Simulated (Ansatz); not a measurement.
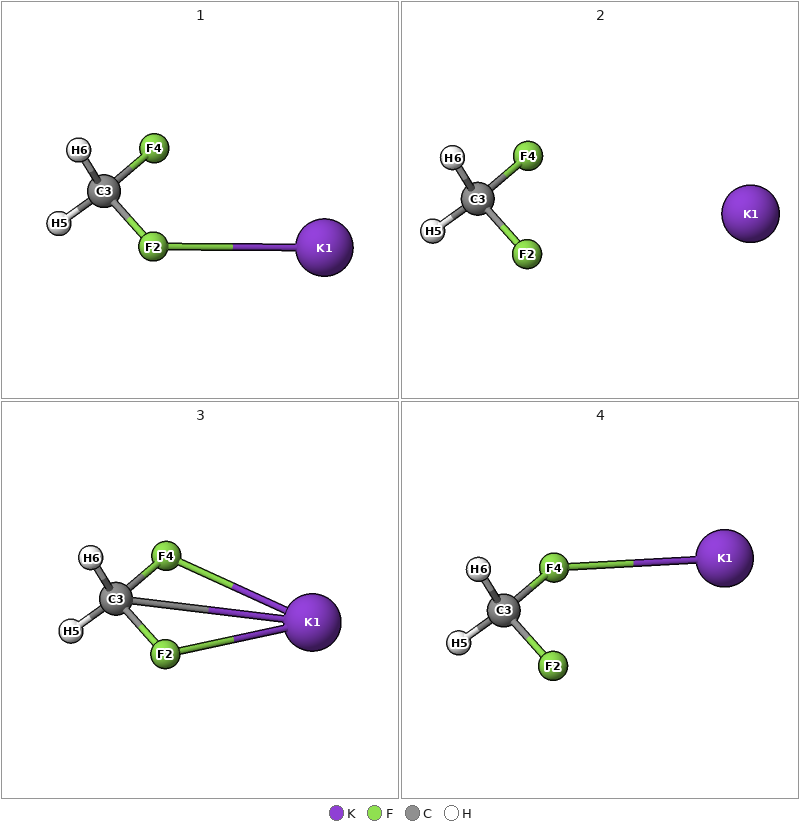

CH2F2K, charge +1. First axis: separation of F4 and K1 along their line in the relaxed pair. Second axis: sideways slip of K1. Nothing is relaxed (both partners rigid). The grid has 11 × 11 points. At 15 points there is no value (left out of the scan, as a rule where atoms come close). Points are written as (first, second). Energies: kcal/mol, counted from the ion and the molecule far apart, frozen as in the relaxed pair, each in its own basis (no counterpoise correction). Theory: RKS CAM-B3LYP-D4/def2-SVPD in Ansatz 0.2.0.

The numbered pictures are structures from this grid.

> Which is the most stable, and how do the others follow?

3, at (2.677 Å, 0.00 Å): −15.7 kcal/mol; 1, at (3.314 Å, −0.44 Å): −13.9 kcal/mol; 4, at (2.345 Å, 1.76 Å): −12.7 kcal/mol; 2, at (3.689 Å, 0.88 Å): −9.9 kcal/mol.

The map, with the structures marked:

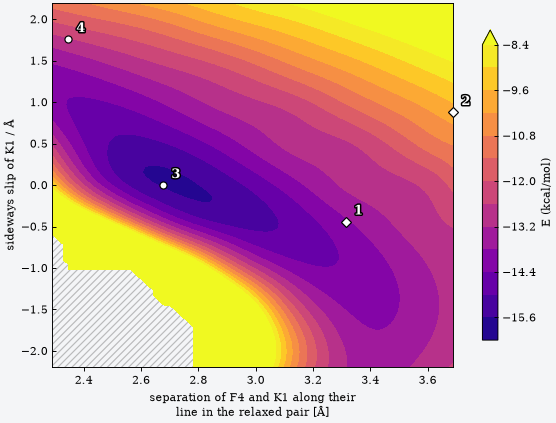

In the figure: filled contours, one colour for all values above the top of the scale, hatched blanks where no value was computed. Between grid points the surface is interpolated.
